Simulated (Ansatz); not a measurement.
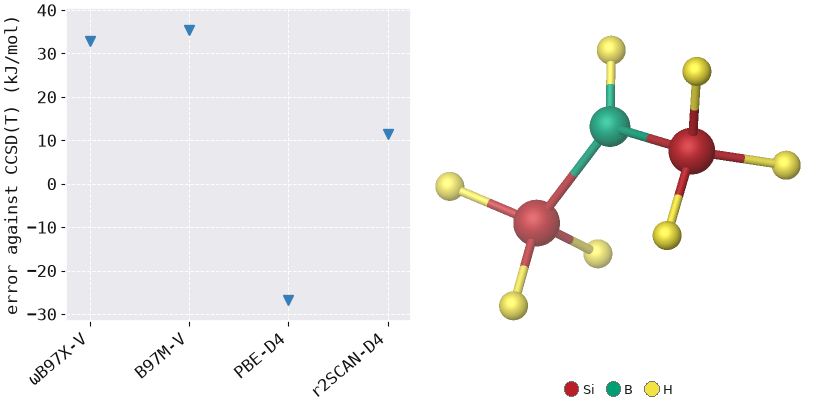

Error in the electronic atomisation energy (method less reference, so positive means overbinding) of BSi₂H₇, SMILES [SiH3]B[SiH3]: functionals in def2-TZVPP against frozen-core CCSD(T) at the limit (MP2 extrapolated from triple and quadruple zeta, plus CCSD(T) less MP2 in a smaller set), which gives 2912.2 kJ/mol, at a PBE0-D4/def2-TZVP geometry (with a soft imaginary mode, 34i cm⁻¹), no zero-point or spin-orbit term, the Ansatz code. The reference leaves out core correlation, a term that grows with the number of heavy atoms.

**Which of these levels overbind, and which underbind?**

Overbind: ωB97X-V and B97M-V. Underbind: PBE-D4. Within 15 kJ/mol of zero, too close to call in view of what the reference leaves out: r2SCAN-D4.

**Give the values.**

| level | kJ/mol |
| --- | --- |
| ωB97X-V | 32.9 |
| B97M-V | 35.4 |
| PBE-D4 | −26.7 |
| r2SCAN-D4 | 11.5 |
